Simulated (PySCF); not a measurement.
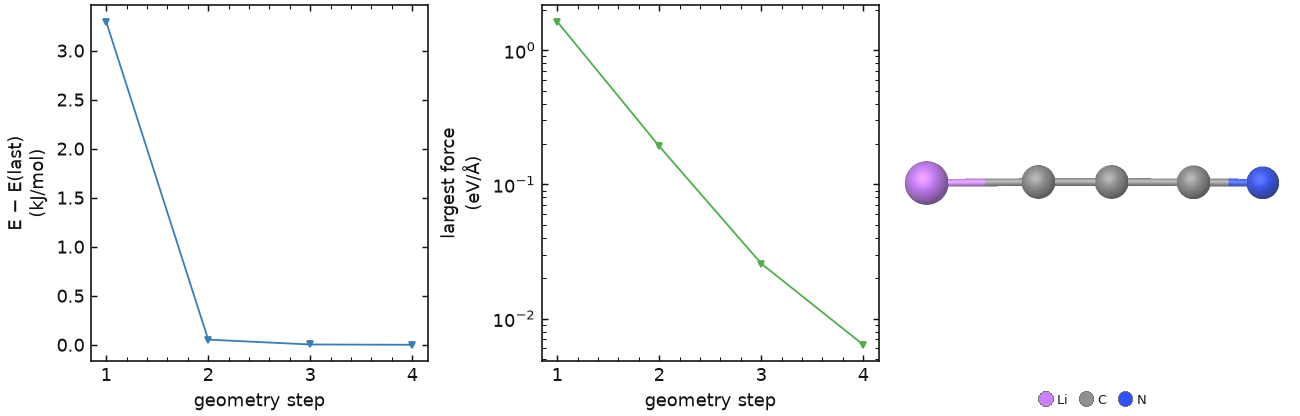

Beside the plot: the molecule at the start.

History of a geometry optimisation.

System: C3LiN (SMILES [Li][C]#CC#N).
Method: PBE0-D3(BJ)/def2-SVP, geometry optimisation in PySCF.

How did it end, and what did it gain?

Answer. The optimisation met its thresholds at geometry 4, counting the start as the first. The energy fell by about 3.3 kJ/mol from the first step to the last. The largest force goes from about 1.6 eV/Å at the start to 6 × 10⁻³ eV/Å at the end.
